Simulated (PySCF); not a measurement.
## A study: C6H8, SMILES `C=CC=CC=C`

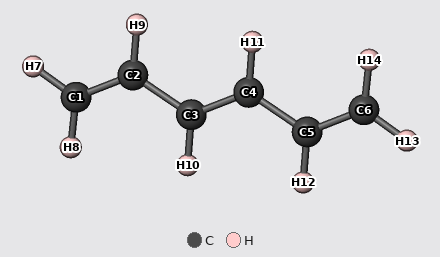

The molecule, with its atoms numbered as below. No frequency check shows the geometry to be a minimum.

Geometry (Å), atoms numbered from 1:

```
C1       3.0430    0.1668    0.0000
C2       1.8488   -0.4222    0.0000
C3       0.6026    0.2965    0.0000
C4      -0.6026   -0.2965    0.0000
C5      -1.8488    0.4222    0.0000
C6      -3.0430   -0.1668    0.0000
H7       3.9589   -0.3984    0.0000
H8       3.1413    1.2401    0.0000
H9       1.7781   -1.5027    0.0000
H10      0.6676    1.3776    0.0000
H11     -0.6676   -1.3776    0.0000
H12     -1.7781    1.5027    0.0000
H13     -3.9589    0.3984    0.0000
H14     -3.1413   -1.2401    0.0000
```

## 1. In an electric field

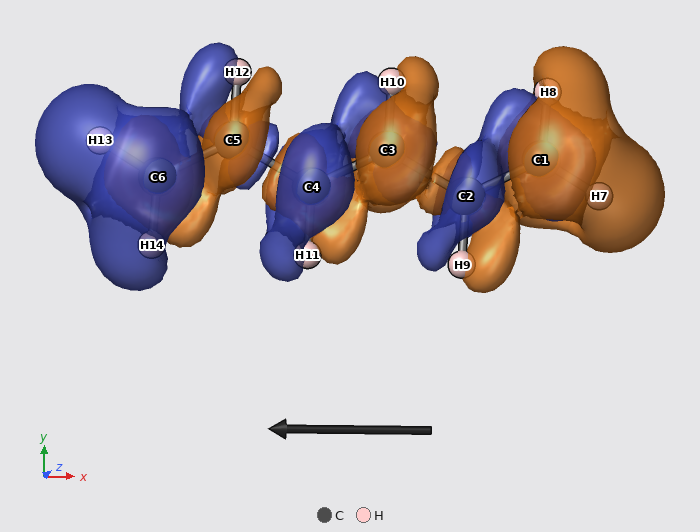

Change of the electron density in a uniform field of 0.21 V/Å along −x (arrow), surfaces at ±0.0015 e/Å³ (orange: gain, blue: loss).

Computed with PySCF, B3LYP/aug-cc-pVDZ, geometry: GFN2-xTB.

**What dipole is induced, and what polarisability does it imply?**

The induced dipole is 1.74 D (along the field); α along this axis, from the fields in both directions, is 171 bohr³ (25.3 Å³).

**Which atoms gain and lose the most charge?**

Electrons gather most on C1 (Hirshfeld charge changes by −0.022 e) and leave C6 most (+0.022 e); 0.103 electrons are displaced in all.

## 2. Removing or adding an electron

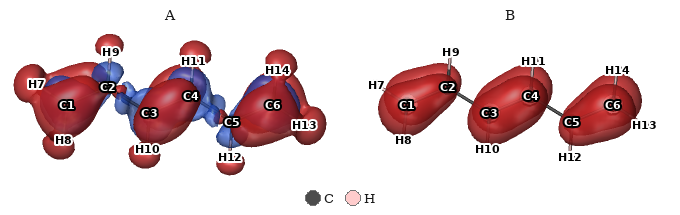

The Fukui function f⁻ from two separate SCF calculations and the density of the HOMO, at ±0.015 e/Å³ (red positive, blue negative).

PySCF calculation, ωB97X/6-311+G**, gas phase; geometry: GFN2-xTB.

**Which panel is which, and how good is the frozen-orbital picture?**

A is f⁻ (it has negative regions), B the HOMO density. The HOMO lies on C1, C3, C4 and C6 (18 % each) and C2 and C5 (9 % each); f⁻ (Hirshfeld-condensed) is largest on C1 and C6 (0.16 each) and C3 and C4 (0.11 each); the vertical ionisation energy is 8.08 eV (the stability of the cation's solution wasn't checked). Relaxation shifts 24 % of the electron between atoms. The orbital energy is −8.32 eV.

## 3. Stretching a bond

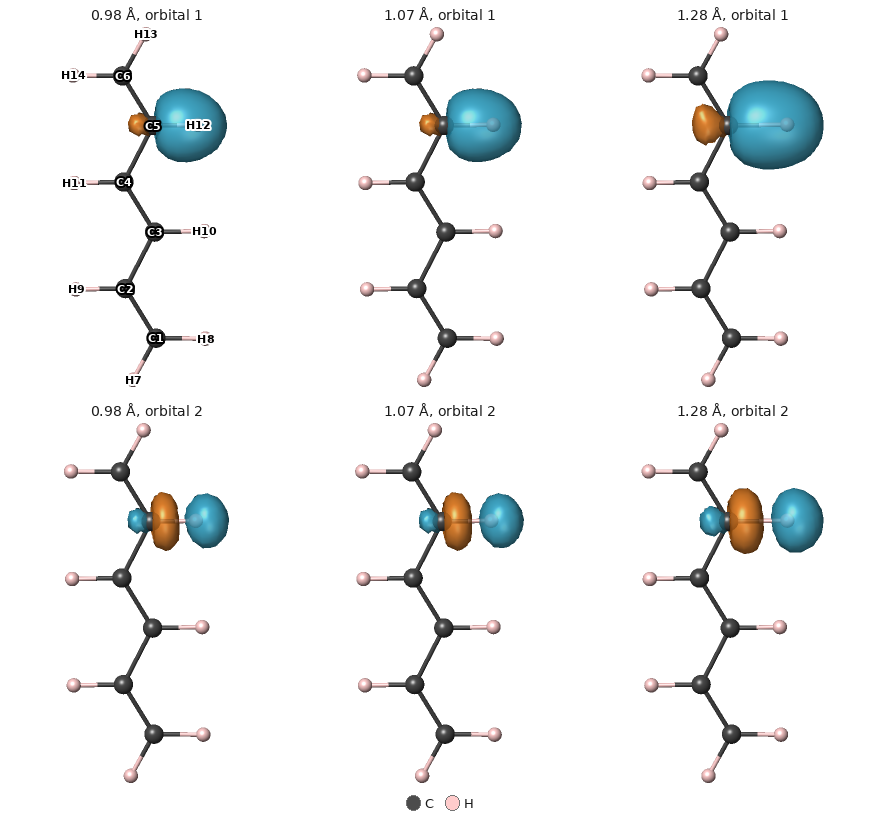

Rigid stretch of the C5–H12 bond. The two CASSCF(2,2) natural orbitals nearest half filling (orbital 1 the more occupied).

PySCF calculation, 6-31G* basis, gas phase; geometry: GFN2-xTB.

**How do the occupations change along the stretch?**

0.98 Å: 1.99 and 0.01; 1.07 Å: 1.98 and 0.02; 1.28 Å: 1.97 and 0.03. At the longest distance computed (3.00 Å) they are 1.28 and 0.72, and the effective number of unpaired electrons is 1.7.

UHF's ⟨S²⟩ passes 1 along the scan (up to 1.87), so it also polarises electrons outside the stretched bond; its energy lowering isn't due to that bond alone.

UHF already breaks spin symmetry near equilibrium here (⟨S²⟩ = 0.78 at 1.07 Å), for reasons apart from this bond.

**How much energy does the stretch cost?**

By CASSCF, 4.5 eV from the lowest point of the scan (1.07 Å) to 3.00 Å; RHF gives 7.7 eV from its own lowest point. The fragments aren't relaxed and dynamic correlation is missing, so this isn't a bond dissociation energy.
